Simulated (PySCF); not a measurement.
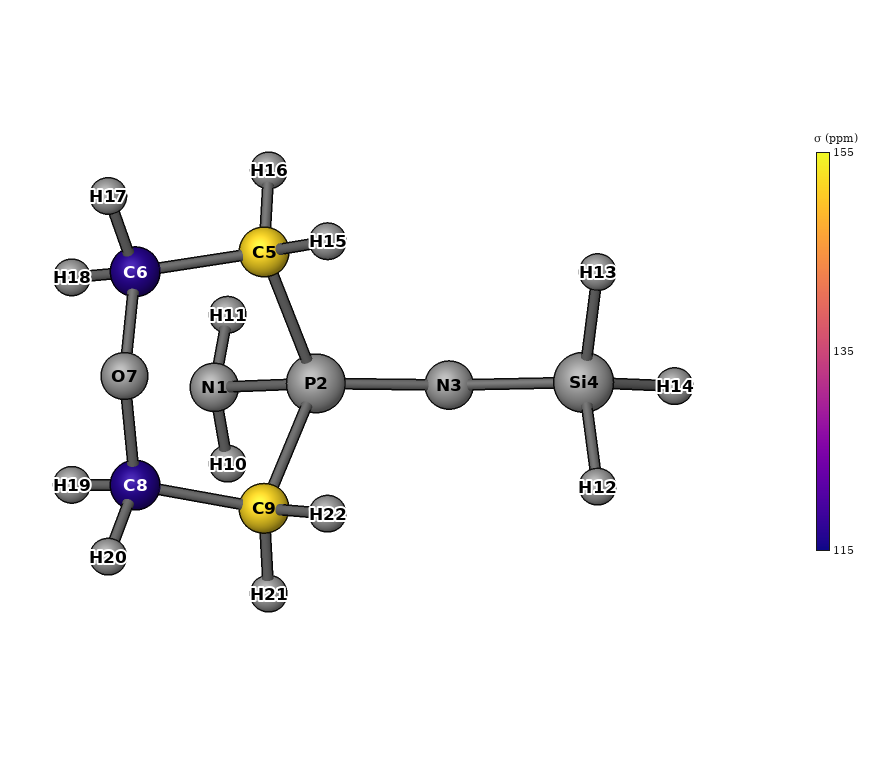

Atoms are coloured by their isotropic NMR shieldings (C only, the others grey). The computed structure is the end point of a GFN2-xTB optimisation. No frequency run is at hand to confirm it as a minimum. Level of theory: GIAO PBE0/pcSseg-1 NMR shielding, non-relativistic, gas phase (PySCF 2.14.0).

List the isotropic NMR shieldings of the C atoms.

```csv
atom,σ (ppm)
C5,151.8
C6,116.7
C8,116.7
C9,151.8
```

The geometry is semi-empirical. Around P, Si such bond lengths and angles can be off by a tenth of an ångström or more and by several degrees, and values that hang on the shape move with them.
